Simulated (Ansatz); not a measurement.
Species, as SMILES: Cl[Si](Cl)(Cl)Cl.
Atoms: Si1, Cl2, Cl3, Cl4, Cl5. Bonds: Si1-Cl2, Si1-Cl3, Si1-Cl4, Si1-Cl5.

Basis-set convergence of the optimised Si1-Cl2 bond length at B3LYP with Ansatz (a first-principles code). Cartesian d functions, on some or all atoms, in 6-311+G**; all else is spherical. The program fits the integrals of some runs and decomposes those of others, by size. No added dispersion term, no relativity. Reference: the value in pcseg-4, 2.0339 Å, itself unsure by roughly 0.0002 Å (its mean distance from aug-pcseg-3, aug-cc-pV(Q+d)Z, cc-pV(5+d)Z). Deviations are taken from unrounded values.

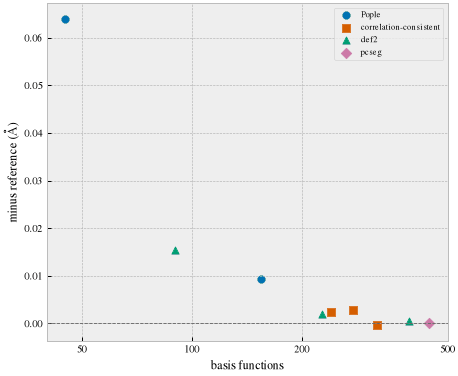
*Deviation from the reference against the number of basis functions, by family of sets.*

| basis | functions | optimised Si1-Cl2 bond length (Å) | minus reference (Å) |
|---|---|---|---|
| STO-3G | 45 | 2.0979 | 0.0640 |
| def2-SVP | 90 | 2.0494 | 0.0154 |
| 6-311+G** | 155 | 2.0432 | 0.0093 |
| def2-TZVPD | 227 | 2.0360 | 0.0020 |
| jun-cc-pV(T+d)Z | 240 | 2.0363 | 0.0024 |
| aug-cc-pV(T+d)Z | 275 | 2.0367 | 0.0028 |
| cc-pV(Q+d)Z | 320 | 2.0335 | -0.0004 |
| def2-QZVPPD | 392 | 2.0345 | 0.0006 |
| aug-pcseg-3 | 445 | 2.0339 | 0.0000 |
